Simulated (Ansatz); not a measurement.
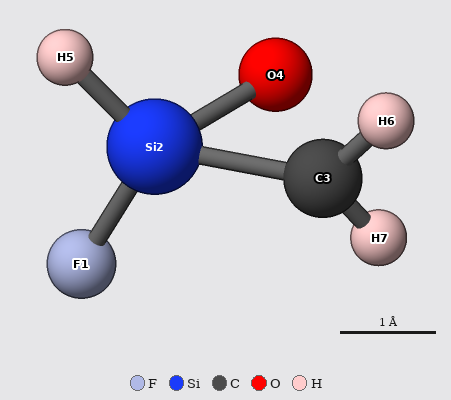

**Figure 1.** The input geometry (ball-and-stick view, seen at a tilt; atoms are numbered from 1 in the order of the input).

**Geometry relaxation, with input and output: CH3FOSi**

System: CH3FOSi.
Method: RKS r2SCAN/def2-TZVPP (Ansatz 0.2.0).

The run did not end well. The geometry comes from this level: PBE0-D4/def2-TZVP.

The input
```yaml
crystal:
  periodic: [false, false, false]
  atoms:
    - {symbol: F, position_ang: [-2.064332, 0.105479, 0.370218]}
    - {symbol: Si, position_ang: [-0.614567, 0.301393, -0.486825]}
    - {symbol: C, position_ang: [0.852400, 0.115997, 0.577141]}
    - {symbol: O, position_ang: [0.365486, -1.152646, -0.440735]}
    - {symbol: H, position_ang: [-0.881247, 0.705461, -1.805386]}
    - {symbol: H, position_ang: [1.903772, 0.355236, 0.251997]}
    - {symbol: H, position_ang: [0.899327, -0.362518, 1.469337]}
basis:
  gaussian: {orbitals: def2-TZVPP}
hamiltonian: {xc: {name: r2SCAN}}
relax: {f_tol: 0.001, max_steps: 1}
```

Launch command:
```bash
ansatz run in.yaml --threads 2 --pin off --events-out ev --progress --plain --max-ram 4352MiB
```

What the program printed
```
Functional definition: r2SCAN
  name "r2SCAN"
  cite "Furness, Kaplan, Ning, Perdew & Sun, J. Phys. Chem. Lett. 11, 8208 (2020) doi:10.1021/acs.jpclett.0c02405"
  cite "Furness, Kaplan, Ning, Perdew & Sun, J. Phys. Chem. Lett. 11, 9248 (2020) doi:10.1021/acs.jpclett.0c03077"
  parent r2scan
  parameter k0 = 0.174
  parameter k1 = 0.065
  parameter a1 = 4.9479
  exchange = r2scan_x(k0 = k0, k1 = k1, a1 = a1)
  correlation = r2scan_c
952 factors; their error is unknown
mean field evaluation 1: about -13719.5885 eV, gradient 6.2e1 eV
mean field evaluation 2: about -13677.1841 eV, gradient 1.5e2 eV
mean field evaluation 4: about -13726.5941 eV, gradient 1.5e1 eV
mean field evaluation 8: about -13727.0240 eV, gradient 1.5e-1 eV
mean field evaluation 16: about -13727.0010 eV, gradient 3.8e-4 eV
mean field -13727.00097537 eV, -504.4579813494 hartree, gradient 1.5e-5 eV, S^2 0.000000; 0 other end points of the search recorded, 0 dependent functions left out
the calculation of the forces begins
reference -13727.00098551 eV, -504.4579817219 hartree; 20, 20 occupied and 157, 157 virtual orbitals, 952 factors
relax step   1: F+E_penalty+E_count = -13727.00097537 eV  Δ(F+E_penalty+E_count) = +0.000e0 eV  max|allowed force component| = 4.492e0 eV/Å  Δτ_max = 0.0000 Å  (29 SCF iters, accepted)
Error: geometry relaxation did not converge after 1 steps: max|allowed force component| = 4.49e0 eV/Å (threshold 1.0e-3). Raise `relax.max_steps` over both its present limit and 1, loosen `relax.f_tol`, or start from a geometry closer to equilibrium. Where this run's directory can be resumed (`checkpoint.write`), a resume goes on for up to `relax.max_steps` more
```

What the run reported

```csv
quantity,value
outcome,not converged
hardware,"2 threads of Arm Neoverse V2, 23 GiB of memory available, shared host"
wall time,3.3 s (CPU time 6.2 s)
peak memory,0.19 GiB
```

Diagnosis

This input holds a deliberate fault: the optimiser is allowed too few steps. The run did not converge: “geometry relaxation did not converge after 1 steps: max|allowed force component| = 4.49e0 eV/Å (threshold 1.0e-3). Raise `relax.max_steps` over both its present limit and 1, loosen `relax.f_tol`, or start from a geometry closer to equilibrium …” Its last values are not results.
